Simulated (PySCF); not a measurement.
**Atomic calculation for I²⁺**

System: I²⁺, configuration 1s2 2s2 2p6 3s2 3p6 3d10 4s2 4p6 4d10 5s2 5p3, multiplicity 4.
Method: unrestricted BP86, jorge-DZP-DKH, spin-free X2C-1e, Gaussian nucleus (PySCF).

**The input**
```python
from pyscf import gto, scf, dft, mp, cc
import basis_set_exchange as bse
mol = gto.M(atom="I 0 0 0", charge=2, spin=3, symmetry="D2h",
            basis=gto.basis.parse(bse.get_basis("jorge-DZP-DKH", elements=["I"], fmt="nwchem", header=False)),
            nucmod="G")
mf = dft.UKS(mol, xc="B88,P86").sfx2c1e()
mf.irrep_nelec = {'Ag': (9, 9), 'B1g': (2, 2), 'B2g': (2, 2), 'B3g': (2, 2), 'B1u': (4, 3), 'B2u': (4, 3), 'B3u': (4, 3)}
mf.kernel()
```

The script is an equivalent of what the driver set up; the driver started from orbitals of its own, so the log can be shorter than this script's would be, and it computed the properties (radii, ⟨L²⟩, response) afterwards. It also set what the script leaves out: ang = 26. It held the occupations shell by shell, which the script's counts by irreducible representation don't always enforce.

Launched within a batch (the task file carries these settings):
```bash
OMP_NUM_THREADS=1 python <driver script> TASK.json OUT
```

**Log (extracts)**
```
damping factor = 0
level_shift factor = 0
DIIS = <class 'pyscf.scf.diis.CDIIS'>
diis_start_cycle = 1
diis_space = 10
diis_damp = 0
SCF conv_tol = 1e-09
SCF conv_tol_grad = None
number electrons alpha = 27  beta = 24
XC functionals = B88,P86
    A. D. Becke.,  Phys. Rev. A 38, 3098 (1988)
    J. P. Perdew.,  Phys. Rev. B 33, 8822 (1986)
cycle= 1 E= -7109.53414660055  delta_E= -0.0142  |g|= 0.0203  |ddm|= 0.461
cycle= 2 E= -7109.53417589041  delta_E= -2.93e-05  |g|= 0.00454  |ddm|= 0.0367
cycle= 3 E= -7109.53417952281  delta_E= -3.63e-06  |g|= 0.00102  |ddm|= 0.00888
cycle= 4 E= -7109.53417965645  delta_E= -1.34e-07  |g|= 2.03e-05  |ddm|= 0.0012
cycle= 5 E= -7109.53417965654  delta_E= -9.46e-11  |g|= 3.49e-07  |ddm|= 3.6e-05
converged SCF energy = -7109.53417965654  <S^2> = 3.7503928  2S+1 = 4.0001964
```

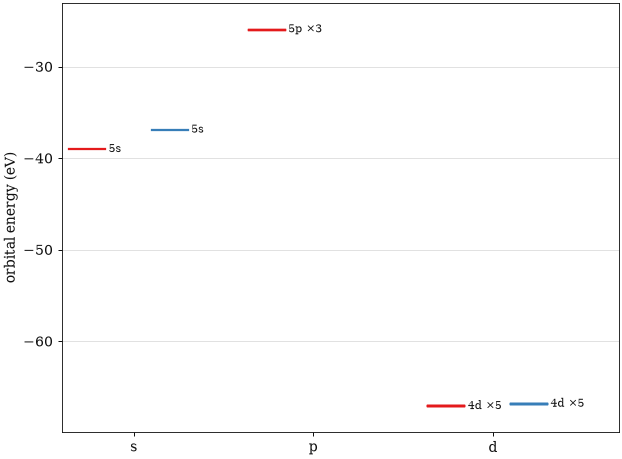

Figure 1. Orbital energies of the mean field, from the top down to −67.1 eV, by angular momentum, α spin at the left of each column and β at the right; ×n counts the orbitals under one label. The highest filled orbital is 5p α at −26.0 eV, the lowest empty one p β at −23.3 eV.

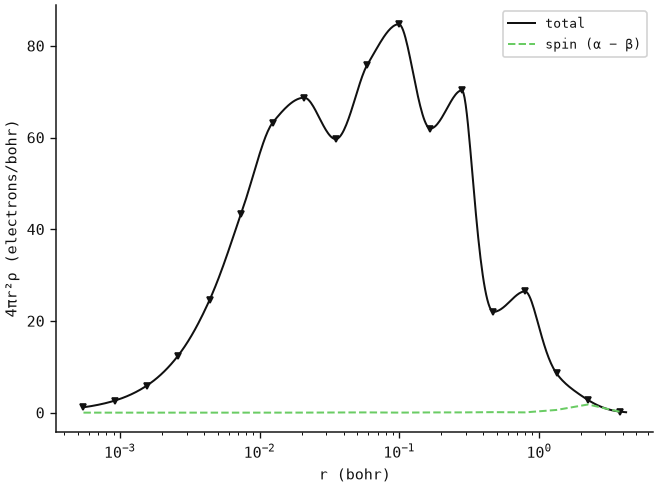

Figure 2. Spherically averaged radial density 4πr²ρ of the mean field and its spin part; markers are the stored points, which are sparse, and the line is a monotone interpolation between them. The largest stored value is 84.7 electrons/bohr at r = 0.099 bohr. Root-mean-square radii of the shells: 3s 0.334, 4s 0.770, 4p 0.820, 4d 1.04, 5s 1.93, 5p 2.42 bohr.

**What the run reported**

```
      quantity                                                                 value
       outcome                                                             converged
  total energy                                                    −7109.5342 hartree
          ⟨S²⟩                                                                 3.750
SCF iterations                                                                     5
      hardware  1 thread of Arm Neoverse N1, 15 GiB of memory available, shared host
```

**What is odd here**

This input holds a deliberate oddity: angular grid far too coarse. The program ran to the end. The state is spherical (⟨L²⟩ = 0), so a coarse angular grid should matter little or not at all here. Radii and densities are those of the two-component orbitals, without the picture-change correction, so the innermost s shells come out slightly too small (about 1 % for 1s near Z = 40, more for heavier atoms).
